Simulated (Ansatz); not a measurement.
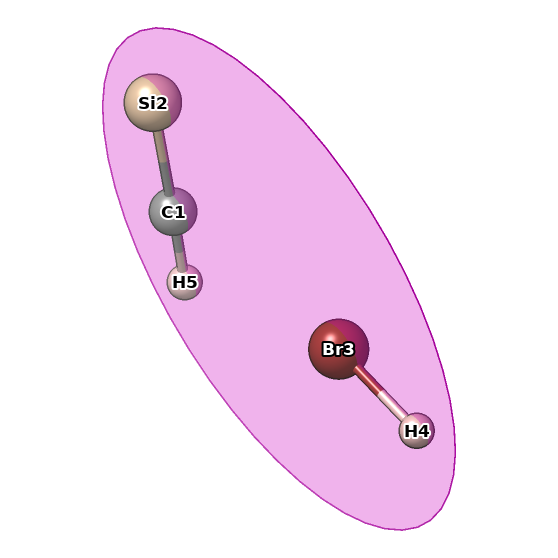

A disc through the centre of mass is drawn in. Atoms fade into the background with distance from the viewer. The species has charge −1 and is a spin singlet. Computed geometry: PBE0-D4/def2-TZVPD optimisation. No frequency run is at hand to confirm it as a minimum.

Q: Is the plane of the disc a mirror plane of the structure?

A: Yes. The reflection leaves C1, Si2, Br3, H4, H5 in place. The point group is Cs.
